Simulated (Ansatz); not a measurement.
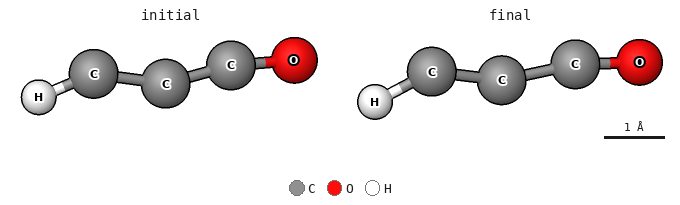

The structure of C3HO (multiplicity 2) before (left) and after (right) a relaxation, at one scale.

Style: ball-and-stick. Shown at a tilt.

These are results of Ansatz 0.2.0, UHF/def2-SVP, not measurements.

Input file:
```yaml
crystal:
  periodic: [false, false, false]
  atoms:
    - {symbol: C, position_ang: [-0.210042, 1.207686, -0.291161]}
    - {symbol: C, position_ang: [-0.120256, -0.026593, 0.001455]}
    - {symbol: C, position_ang: [0.387195, -1.042452, 0.377991]}
    - {symbol: O, position_ang: [0.729133, -2.130920, 0.604543]}
    - {symbol: H, position_ang: [-0.681760, 1.933557, -0.799694]}
basis:
  gaussian: {orbitals: def2-SVP}
magnetization: {spin_polarized: true, initial_magnetization: 1}
hamiltonian: {xc: hf}
relax: {f_tol: 0.01, max_steps: 5, max_displacement: 0.05}
```

Command:
```bash
ansatz run in.yaml --threads 2 --pin off --events-out ev --progress --plain --max-ram 3481MiB
```

**Describe what moved and what it gained.**

The relaxation stopped without meeting its thresholds, so the last structure isn't shown to be converged. It used up its limit of 5 steps. After 4 geometry steps the energy has fallen by 15.5 kcal/mol. The largest force component goes from 9.3 to 0.15 eV/Å. The atom that moves furthest after the best rigid fit is C2 (0.11 Å). By element the largest moves are C 0.11 Å, H 0.10 Å, O 0.09 Å. Among the contacts that change: C2–C3 1.196 → 1.310 Å, C1–H5 1.004 → 1.077 Å, C3–O4 1.163 → 1.150 Å, C1–C2 1.272 → 1.281 Å. Among the angles between lasting bonds that change: C2–C1–H5 148.4° → 141.7°, C1–C2–C3 157.9° → 160.6°.
